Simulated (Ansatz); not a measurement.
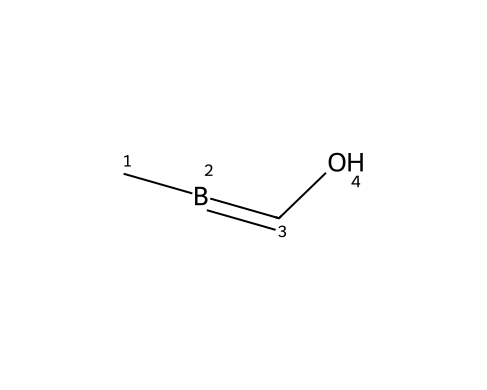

A structural formula, with wedges where it has stereocentres; small numbers name the atoms. The configuration is that of a computed structure (PBE0-D4/def2-TZVP).

Q: Assign CIP descriptors.

A: B2=C3: E.

Q: Write the isomeric SMILES.

A: C/B=C/O
